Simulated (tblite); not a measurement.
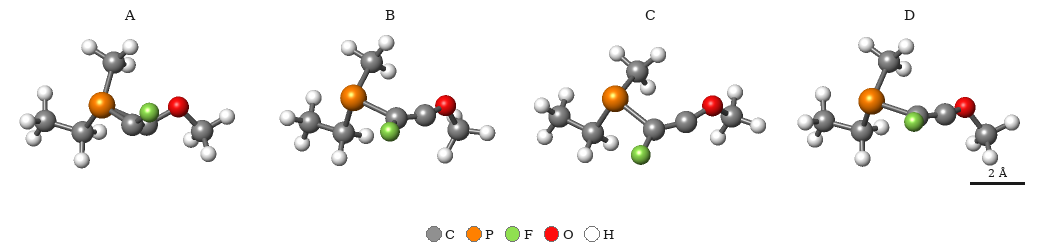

4 geometries from one relaxation of C$_{6}$H$_{11}$FOP (charge +1), in shuffled order. Style: ball-and-stick. Shown at a tilt.

Computed with GFN2-xTB geometry optimisation, gas phase in tblite. 

**Put them in the order of the run, from the start to the converged end.**

A, D, B, C. They are steps 0, 46, 136, 221, at +3.101 eV, +0.173 eV, +0.037 eV relative to the last. The atom that moves furthest after the best rigid fit is an H atom (2.01 Å). By element the largest moves are H 2.01 Å, F 1.98 Å, C 1.00 Å, O 0.73 Å, P 0.38 Å. Near-neighbour distances that change, for instance: C–P 1.840 → 2.800 Å, C–P 1.662 → 1.944 Å, C–O 1.375 → 1.233 Å, C–C 1.326 → 1.271 Å. Bonds break: C–P (1.84 → 2.80 Å). Among the angles between lasting bonds that change: P–C–C 75.1° → 119.7°, C–C–O 120.8° → 161.7°, P–C–F 130.1° → 109.1°. Groups turn about C–O by about 70°. After 221 geometry steps the energy has fallen by 3.101 eV.
